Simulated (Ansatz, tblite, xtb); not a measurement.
## A ladder of methods for Ge2H6O (SMILES [GeH3][O][GeH3])

Ge2H6O has 9 atoms, charge 0, and is taken as a singlet. SMILES: `[GeH3][O][GeH3]`. The coordinates come from a PBE0-D4/def2-TZVP relaxation.

Quantity: the dipole moment, in D. The values are calculated.

```csv
level,kind,program,value (D),CPU time
GFN2-xTB,semi-empirical,xtb,1.07,under 2 s
GFN1-xTB,semi-empirical,tblite,1.37,under 2 s
IPEA1-xTB,semi-empirical,tblite,0.95,under 2 s
GFN0-xTB,semi-empirical,xtb,1.04,under 2 s
HF/STO-3G,Hartree–Fock,Ansatz,0.95,1.9 s
HF/3-21G,Hartree–Fock,Ansatz,1.45,2.4 s
HF/def2-SVP,Hartree–Fock,Ansatz,1.19,9.1 s
B3LYP/6-31G* (spherical functions),global hybrid,Ansatz,1.05,17 s
B3LYP/6-31G* (Cartesian functions),global hybrid,Ansatz,1.04,18 s
PBE0/def2-SVP,global hybrid,Ansatz,0.99,18 s
```

All-electron rows without a relativistic Hamiltonian named are non-relativistic. The values span 0.95 to 1.45 D. Magnitudes only: a small dipole may point the other way at some levels. Sets without polarisation functions give poor dipoles. Without the sets that lack polarisation functions the rows with a basis span only 0.99 to 1.19 D. CPU times are rough (shared hosts, several kinds of processor): they show what a rung costs within a factor of a few.

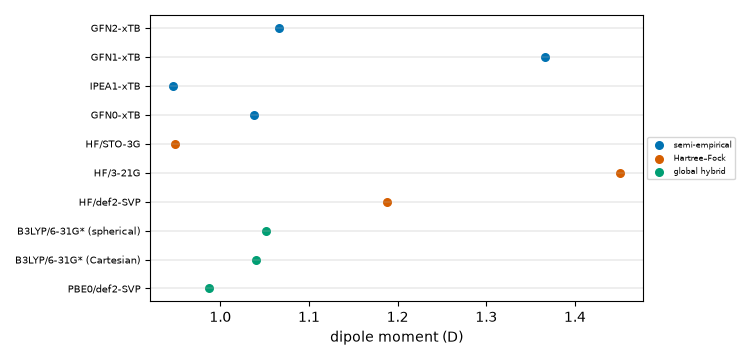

The values of the table, level by level.
